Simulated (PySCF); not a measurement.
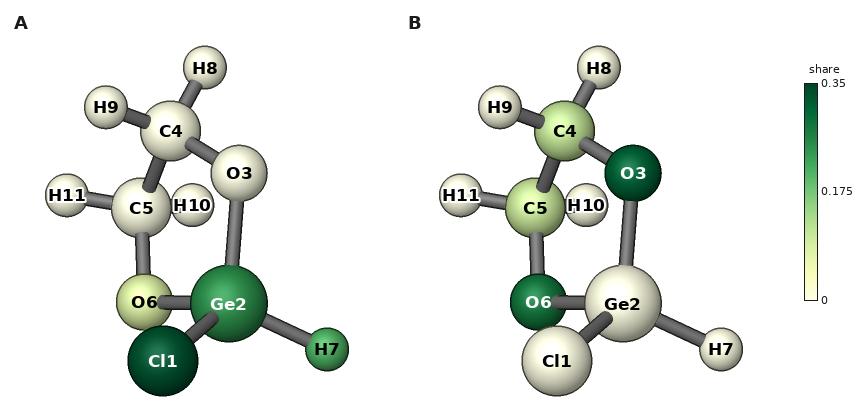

Each panel colours the atoms by their Löwdin share in one orbital (up to four of the largest shares; other atoms are shown as zero). The computed structure is the end point of a GFN2-xTB optimisation. No frequency run is at hand to confirm it as a minimum. Method: PBE0/def2-SVPD (PySCF 2.14.0).

The panels show the HOMO, LUMO, in some order. Which is which?

Answer. A: LUMO, −0.34 eV; Cl1 0.33, Ge2 0.25, H7 0.21, O6 0.08
B: HOMO, −7.98 eV; O3 0.31, O6 0.28, C4 0.11, C5 0.10

The geometry is semi-empirical. Around Ge such bond lengths and angles can be off by a tenth of an ångström or more and by several degrees, and values that hang on the shape move with them.
